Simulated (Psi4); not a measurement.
Run report: GeBH$_{3}$O$_{2}$, interaction calculation (part 2 of 3)

The same run, continued: GeBH$_{3}$O$_{2}$; SAPT(DFT)/jun-cc-pVDZ, RHF (Psi4 1.11). The geometry comes from this level: GFN2-xTB.

Geometry of the input (Å):
```
O  -0.7833  -0.9371  -0.9944
B  0.3708  -0.7788  -0.6666
O  1.6237  -0.7060  -0.3991
H  1.9808  -0.0630  0.2090
Ge -1.6438  0.5182  0.2483
H  -0.6367  0.0357  1.4628
H  -0.4132  1.5431  -0.1490
```

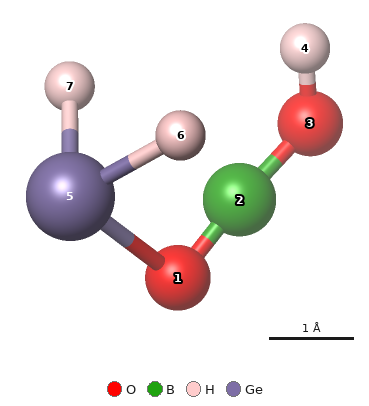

*The structure (ball-and-stick view, seen at a tilt; atoms are numbered from 1 in the order of the input). Sticks mark near contacts.*

**The program's output, continued**
```
 L = 1.  Multiply by 2.5417464519 to convert [e a0] to [Debye]
 Dipole X            :        101.2307833         -101.3854696           -0.1546863
 Dipole Y            :        -34.3522124           34.3226421           -0.0295703
 Dipole Z            :        -17.5497220           17.5007914           -0.0489305
 Magnitude           :                                                    0.1649134

 ------------------------------------------------------------------------------------

	total time  =          1 seconds =       0.02 minutes

         ---------------------------------------------------------
                        SAPT(DFT): delta HF Segment

         ---------------------------------------------------------

  ==> Preparing SAPT Data Cache <==

   => Auxiliary Basis Set <=

  Basis Set: DEF2-UNIVERSAL-JKFIT
    Blend: DEF2-UNIVERSAL-JKFIT
    Number of shells: 153
    Number of basis functions: 549
    Number of Cartesian functions: 706
    Spherical Harmonics?: true
    Max angular momentum: 5

  ==> E10 Electostatics <==

    Elst10,r                        -87.46660033 [mEh]

  ==> E10 Exchange <==

    Exch10(S^2)                     122.16478529 [mEh]
    Exch10                          126.51072880 [mEh]

  ==> E20 Induction <==

   => Uncoupled Induction <=

    Ind20,u (A<-B)                 -139.69373602 [mEh]
    Ind20,u (A->B)                  -32.76425989 [mEh]
    Ind20,u                        -172.45799590 [mEh]
    Exch-Ind20,u (A<-B)             110.97560286 [mEh]
    Exch-Ind20,u (A->B)              24.81500957 [mEh]
    Exch-Ind20,u                    135.79061242 [mEh]

   => Coupled Induction <=

   ---------------------------------------------------
              SAPT Coupled Induction Solver
   ---------------------------------------------------
    Maxiter             =          20
    Convergence         =   1.000E-08
   ---------------------------------------------------
     Iter       (A<-B)           (B->A)      Time [s]
   ---------------------------------------------------
    Guess    1.045668e-01     1.046378e-01          0
        1    2.455378e-02     1.965099e-02          0
        2    8.356673e-03     4.991684e-03          0
        3    3.173408e-03     1.803961e-03          0
        4    1.190733e-03     6.446250e-04          0
        5    5.907473e-04     1.275646e-04          0
        6    1.927223e-04     2.285199e-05          0
        7    4.924374e-05     4.818832e-06          0
        8    1.099924e-05     1.076742e-06          0
        9    2.066699e-06     3.728530e-07          0
       10    3.625688e-07     6.952023e-08          0
       11    1.053406e-07     1.340641e-08          0
       12    2.081644e-08     2.180359e-09*         0
       13    3.594367e-09*    2.180359e-09*         0
   ---------------------------------------------------

    Ind20,r (A<-B)                 -172.72648342 [mEh]
    Ind20,r (A->B)                  -39.12152825 [mEh]
    Ind20,r                        -211.84801167 [mEh]
    Exch-Ind20,r (A<-B)             135.70244324 [mEh]
    Exch-Ind20,r (A->B)              30.15120416 [mEh]
    Exch-Ind20,r                    165.85364741 [mEh]

   Partial SAPT(HF) Results, to compute Delta HF (dHF)
  ---------------------------------------------------------------------------------------------------------
    Electrostatics                  -87.46660033 [mEh]    -54.88612034 [kcal/mol]   -229.64352752 [kJ/mol]
      Elst10,r                      -87.46660033 [mEh]    -54.88612034 [kcal/mol]   -229.64352752 [kJ/mol]

    Exchange                        126.51072880 [mEh]     79.38668085 [kcal/mol]    332.15387270 [kJ/mol]
      Exch10                        126.51072880 [mEh]     79.38668085 [kcal/mol]    332.15387270 [kJ/mol]
      Exch10(S^2)                   122.16478529 [mEh]     76.65956013 [kcal/mol]    320.74359959 [kJ/mol]

    Induction (no dHF)              -45.99436426 [mEh]    -28.86189932 [kcal/mol]   -120.75818674 [kJ/mol]
      Ind20,r                      -211.84801167 [mEh]   -132.93663432 [kcal/mol]   -556.20687801 [kJ/mol]
      Exch-Ind20,r                  165.85364741 [mEh]    104.07473501 [kcal/mol]    435.44869127 [kJ/mol]
      Induction (A<-B) (no dHF)     -37.02404018 [mEh]    -23.23293597 [kcal/mol]    -97.20660409 [kJ/mol]
      Induction (A->B) (no dHF)      -8.97032409 [mEh]     -5.62896335 [kcal/mol]    -23.55158265 [kJ/mol]

    Subtotal SAPT(HF)                -6.95023579 [mEh]     -4.36133881 [kcal/mol]    -18.24784156 [kJ/mol]
    Total HF                        -14.37554723 [mEh]     -9.02079208 [kcal/mol]    -37.74299406 [kJ/mol]
    Delta HF                         -7.42531144 [mEh]     -4.65945327 [kcal/mol]    -19.49515250 [kJ/mol]
  ---------------------------------------------------------------------------------------------------------
   Partial SAPT(HF) Results, alternate SAPT0-like display
  ---------------------------------------------------------------------------------------------------------
    Induction                       -53.41967570 [mEh]    -33.52135259 [kcal/mol]   -140.25333924 [kJ/mol]
      Ind20,r                      -211.84801167 [mEh]   -132.93663432 [kcal/mol]   -556.20687801 [kJ/mol]
      Exch-Ind20,r                  165.85364741 [mEh]    104.07473501 [kcal/mol]    435.44869127 [kJ/mol]
      delta HF,r (2)                 -7.42531144 [mEh]     -4.65945327 [kcal/mol]    -19.49515250 [kJ/mol]
      Induction (A<-B)              -43.00118615 [mEh]    -26.98365169 [kcal/mol]   -112.89959867 [kJ/mol]
      Induction (A->B)              -10.41848956 [mEh]     -6.53770090 [kcal/mol]    -27.35374056 [kJ/mol]
  ---------------------------------------------------------------------------------------------------------

   => Loading Basis Set <=

    Name: JUN-CC-PVDZ
    Role: ORBITAL
    Keyword: BASIS

         ---------------------------------------------------------
                          SAPT(DFT): DFT Monomer A
         ---------------------------------------------------------
                                   SCF
                              RKS Reference
                        1 Threads,   1525 MiB Core
         ---------------------------------------------------------

  ==> DFT Potential <==

   => LibXC <=

    Version 7.1.2

   => Composite Functional: PBE0 <=

    PBE0 Hyb-GGA Exchange-Correlation Functional

    Deriv               =              1
    GGA                 =           TRUE
    Meta                =          FALSE

    Exchange Hybrid     =           TRUE
    MP2 Hybrid          =          FALSE

   => Exchange Functionals <=

    0.7500   Perdew, Burke & Ernzerhof

   => Exact (HF) Exchange <=

    0.2500               HF

   => Correlation Functionals <=

    1.0000   Perdew, Burke & Ernzerhof

   => LibXC Density Thresholds  <==

    XC_HYB_GGA_XC_PBEH:  1.00E-15

   => Asymptotic Correction <=

    X Functional        =    XC_GGA_X_LB
    C Functional        =   XC_LDA_C_VWN
    Bulk Shift          =       0.100000
    GRAC Alpha          =       0.500000
    GRAC Beta           =      40.000000

   => Molecular Quadrature <=

    Radial Scheme          =       TREUTLER
    Pruning Scheme         =           NONE
    Nuclear Scheme         =       TREUTLER

    Blocking Scheme        =         OCTREE
    BS radius alpha        =              1
    Pruning alpha          =              1
    Radial Points          =             75
    Spherical Points       =            302
    Total Points           =         153145
    Total Blocks           =           1197
    Max Points             =            256
    Max Functions          =            100
    Weights Tolerance      =       1.00E-15

  ==> Integral Setup <==

  DFHelper Memory: AOs need 0.046 GiB; user supplied 0.721 GiB.
  SCF_SUBTYPE=INCORE selected. In-core MEM_DF algorithm will be used.
  Using in-core AOs.

  ==> MemDFJK: Density-Fitted J/K Matrices <==

    J tasked:                   Yes
    K tasked:                   Yes
    wK tasked:                   No
    Memory [MiB]:               738
    Algorithm:                 Core
    Schwarz Cutoff:           1E-12
    Mask sparsity (%):       0.0000
    Fitting Condition:        1E-10

   => Auxiliary Basis Set <=

  Basis Set: DEF2-UNIVERSAL-JKFIT
    Blend: DEF2-UNIVERSAL-JKFIT
    Number of shells: 153
    Number of basis functions: 549
    Number of Cartesian functions: 706
    Spherical Harmonics?: true
    Max angular momentum: 5

  Cached 100.0% of DFT collocation blocks in 0.397 [GiB].

  Minimum eigenvalue in the overlap matrix is 6.2613448031E-04.
  Reciprocal condition number of the overlap matrix is 8.4805315168E-05.
    Using symmetric orthogonalization.

  ==> Iterations <==

                           Total Energy        Delta E     RMS |[F,P]|

   @DF-RKS iter SAD:  -175.09388489377912   -1.75094e+02   0.00000e+00
   @DF-RKS iter   1:  -175.50452180718173   -4.10637e-01   8.92127e-03 ADIIS/DIIS
   @DF-RKS iter   2:  -174.82629175470527    6.78230e-01   1.52193e-02 ADIIS/DIIS
   @DF-RKS iter   3:  -175.77601579952002   -9.49724e-01   2.74653e-03 ADIIS/DIIS
   @DF-RKS iter   4:  -175.80395656742473   -2.79408e-02   9.23473e-04 ADIIS/DIIS
   @DF-RKS iter   5:  -175.80686118197352   -2.90461e-03   1.59434e-04 ADIIS/DIIS
   @DF-RKS iter   6:  -175.80697509810759   -1.13916e-04   2.93606e-05 DIIS
   @DF-RKS iter   7:  -175.80697811752066   -3.01941e-06   2.58816e-06 DIIS
   @DF-RKS iter   8:  -175.80697806312617    5.43945e-08   4.67133e-07 DIIS
   @DF-RKS iter   9:  -175.80697805115577    1.19704e-08   6.00656e-08 DIIS
   @DF-RKS iter  10:  -175.80697804930466    1.85111e-09   7.14333e-09 DIIS
  Energy and wave function converged.

  ==> Post-Iterations <==

   Electrons on quadrature grid:
      Ntotal   =   22.0000377041 ; deviation = 3.770e-05

    Final Occupation by Irrep:
              A
    DOCC [    11 ]
    NA   [    11 ]
    NB   [    11 ]

  @DF-RKS Final Energy:  -175.80697804930466

   => Energetics <=

    Nuclear Repulsion Energy =             54.7160918236037404
    One-Electron Energy =                -348.9724029419780891
    Two-Electron Energy =                 134.7349072475776666
    DFT Exchange-Correlation Energy =     -16.2855741785079715
    Empirical Dispersion Energy =           0.0000000000000000
    VV10 Nonlocal Energy =                  0.0000000000000000
    Total Energy =                       -175.8069780493046608

Computation Completed

Properties will be evaluated at   0.000000,   0.000000,   0.000000 [a0]

Properties computed using the SCF density matrix

 Multipole Moments:

 ------------------------------------------------------------------------------------
     Multipole            Electronic (a.u.)      Nuclear  (a.u.)        Total (a.u.)
 ------------------------------------------------------------------------------------

 L = 1.  Multiply by 2.5417464519 to convert [e a0] to [Debye]
 Dipole X            :        -18.6279473           19.9517662            1.3238190
 Dipole Y            :         32.9573173          -32.3186820            0.6386353
 Dipole Z            :         27.7375768          -26.9712106            0.7663662
 Magnitude           :                                                    1.6576094

 ------------------------------------------------------------------------------------

	total time  =          7 seconds =       0.12 minutes

   => Loading Basis Set <=

    Name: JUN-CC-PVDZ
    Role: ORBITAL
    Keyword: BASIS

         ---------------------------------------------------------
                          SAPT(DFT): DFT Monomer B
         ---------------------------------------------------------
                                   SCF
                              RKS Reference
                        1 Threads,   1525 MiB Core
         ---------------------------------------------------------

  ==> Integral Setup <==

  Cached 100.0% of DFT collocation blocks in 0.397 [GiB].

  Minimum eigenvalue in the overlap matrix is 6.2613448031E-04.
  Reciprocal condition number of the overlap matrix is 8.4805315168E-05.
    Using symmetric orthogonalization.

  ==> Iterations <==

                           Total Energy        Delta E     RMS |[F,P]|

   @DF-RKS iter SAD: -2074.02524573283154   -2.07403e+03   0.00000e+00
   @DF-RKS iter   1: -2077.25229903364288   -3.22705e+00   1.06075e-02 ADIIS/DIIS
   @DF-RKS iter   2: -2077.51172681528351   -2.59428e-01   9.30872e-03 ADIIS/DIIS
   @DF-RKS iter   3: -2077.84310944578556   -3.31383e-01   1.62185e-04 ADIIS/DIIS
   @DF-RKS iter   4: -2077.84324915841580   -1.39713e-04   5.37146e-05 DIIS
   @DF-RKS iter   5: -2077.84327944889947   -3.02905e-05   9.99560e-06 DIIS
   @DF-RKS iter   6: -2077.84328057139510   -1.12250e-06   9.02350e-07 DIIS
   @DF-RKS iter   7: -2077.84328049820988    7.31852e-08   4.51380e-08 DIIS
   @DF-RKS iter   8: -2077.84328050250224   -4.29236e-09   1.56119e-08 DIIS
   @DF-RKS iter   9: -2077.84328050213117    3.71074e-10   5.42754e-09 DIIS
  Energy and wave function converged.

  ==> Post-Iterations <==

   Electrons on quadrature grid:
      Ntotal   =   33.9999168498 ; deviation = -8.315e-05

    Orbital Energies [Eh]
    ---------------------

    Doubly Occupied:

       1A   -399.260034     2A    -50.075939     3A    -44.559893
       4A    -44.556768     5A    -44.556044     6A     -6.418453
       7A     -4.579982     8A     -4.568021     9A     -4.565183
      10A     -1.368341    11A     -1.365064    12A     -1.362696
      13A     -1.354419    14A     -1.352451    15A     -0.625470
      16A     -0.409149    17A     -0.361739

    Virtual:

      18A     -0.213583    19A     -0.084890    20A     -0.075158
      21A     -0.039840    22A     -0.037248    23A     -0.031064
      24A     -0.026159    25A     -0.016246    26A     -0.004126
      27A      0.033166    28A      0.041978    29A      0.065586
      30A      0.073682    31A      0.077318    32A      0.104957
      33A      0.123519    34A      0.127690    35A      0.144920
      36A      0.160102    37A      0.214056    38A      0.252106
      39A      0.273407    40A      0.286082    41A      0.302016
      42A      0.315743    43A      0.329795    44A      0.343873
      45A      0.354709    46A      0.386745    47A      0.395791
      48A      0.462662    49A      0.494496    50A      0.560566
      51A      0.614479    52A      0.652958    53A      0.688559
      54A      0.724658    55A      0.734846    56A      0.779956
      57A      0.785886    58A      0.860298    59A      0.897602
      60A      0.992666    61A      1.031926    62A      1.210251
      63A      1.279250    64A      1.373646    65A      1.410747
      66A      1.442678    67A      1.465391    68A      1.468614
      69A      1.555888    70A      1.710084    71A      1.719043
      72A      1.721130    73A      1.832966    74A      2.002143
      75A      2.036821    76A      2.100896    77A      2.209712
      78A      2.675687    79A      2.922450    80A      3.162795
      81A      3.399509    82A      3.978522    83A      4.038780
      84A      4.215589    85A      4.322085    86A      4.401214
      87A      4.650089    88A      4.762808    89A      4.891909
      90A      5.013362    91A      5.307728    92A      5.412556
      93A      5.423845    94A      5.534208    95A      5.956183
      96A      6.365998    97A      6.841028    98A     12.413496
      99A     33.229560   100A     33.387063

    Final Occupation by Irrep:
              A
    DOCC [    17 ]
    NA   [    17 ]
    NB   [    17 ]

  @DF-RKS Final Energy: -2077.84328050213117

   => Energetics <=

    Nuclear Repulsion Energy =             20.7651251981191294
    One-Electron Energy =               -2936.0545338869437728
    Two-Electron Energy =                 897.3467017462108970
    DFT Exchange-Correlation Energy =     -59.9005735595177313
    Empirical Dispersion Energy =           0.0000000000000000
    VV10 Nonlocal Energy =                  0.0000000000000000
    Total Energy =                      -2077.8432805021316199

Computation Completed

Properties will be evaluated at   0.000000,   0.000000,   0.000000 [a0]

Properties computed using the SCF density matrix

 Multipole Moments:

 ------------------------------------------------------------------------------------
     Multipole            Electronic (a.u.)      Nuclear  (a.u.)        Total (a.u.)
 ------------------------------------------------------------------------------------

 L = 1.  Multiply by 2.5417464519 to convert [e a0] to [Debye]
 Dipole X            :        101.2328981         -101.3854696           -0.1525715
 Dipole Y            :        -34.3516173           34.3226421           -0.0289752
 Dipole Z            :        -17.5488418           17.5007914           -0.0480504
 Magnitude           :                                                    0.1625622

 ------------------------------------------------------------------------------------

	total time  =          5 seconds =       0.08 minutes

         ---------------------------------------------------------
               SAPT(DFT): Intermolecular Interaction Segment

         ---------------------------------------------------------

  ==> Algorithm <==

   SAPT DFT Functional             PBE0
   Monomer A GRAC Shift        0.100000
   Monomer B GRAC Shift        0.100000
   Delta HF                        True
   JK Algorithm                      DF

  ==> E10 Electostatics <==

    Elst10,r                        -80.46145533 [mEh]

  ==> E10 Exchange <==
```
